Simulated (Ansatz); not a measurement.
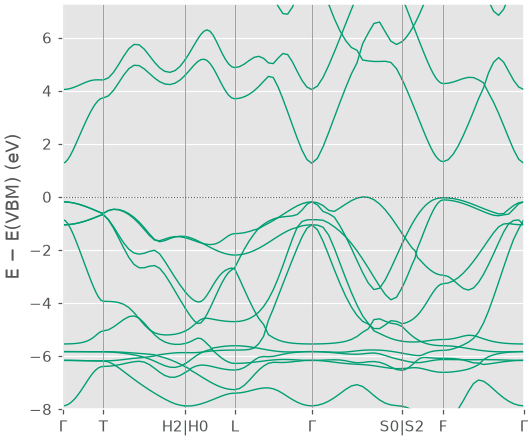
Fig. 1. Band structure from r²SCAN+D4 in the plane-wave PAW code Ansatz

The gap is 1.27 eV; an edge lies off the plotted path or next to a special point (maximum off the standard path, minimum at Γ).

The material is ZnSnN₂ in space group R-3m (No. 166; Sn on 3a, Zn on 3b, N on 6c).

A made-up cell: these elements were put on the sites of a structure type; neither database checked (COD, Materials Project) lists it. Whether it is the stable phase at ambient conditions was not checked. Symmetry was held in the r²SCAN+D4 relaxation; its stability against distortions is not shown here. Spin–orbit coupling is left out wherever it is not named.

Potentials: the earlier of the program's two PAW sets.
